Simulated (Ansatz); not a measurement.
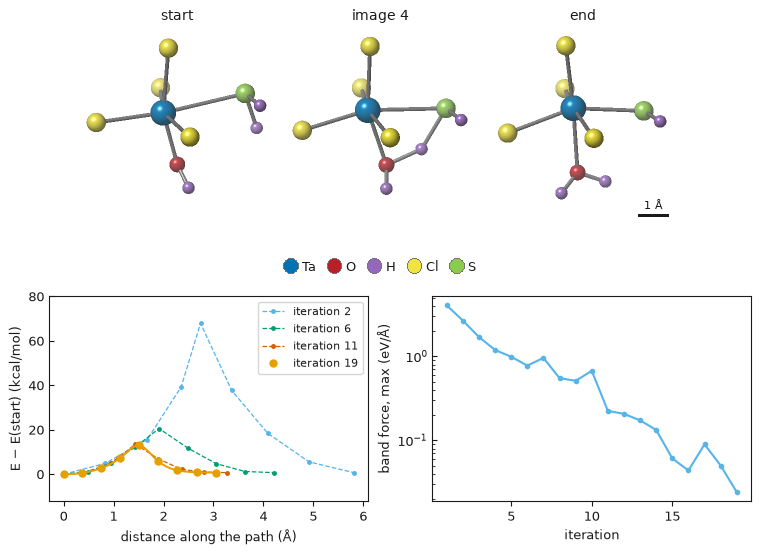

NEB run on TaH$_{3}$SOCl$_{4}$. Images are numbered from 0 (start) to 8 (end). The plot follows the band through its iterations. Style: ball-and-stick. Shown face on.

These are results of RKS PBE/def2-SVP (Ansatz), not measurements. Settings: 7 movable images; climbing image; force threshold 0.03 eV/Å; iteration limit 60; spring constant 0.5 eV/Å²; starting path through a guess of the saddle point.

**How did the profile develop, and is the result final?**

The run is converged, with reservations. The band converged in 19 iterations. The largest component of the band force went from 4 to 0.024 eV/Å. The climbing image converged on the top of the path. Its curvatures weren't checked. The first iteration put the highest image at 109.2 kcal/mol. The energy climbs by 13.0 kcal/mol to image 4 and then falls by 12.2 kcal/mol, so the end point sits at +0.8 kcal/mol.

The run took 7.3 min on 4 threads of Arm Neoverse V1 (shared host), peak memory 0.28 GiB.
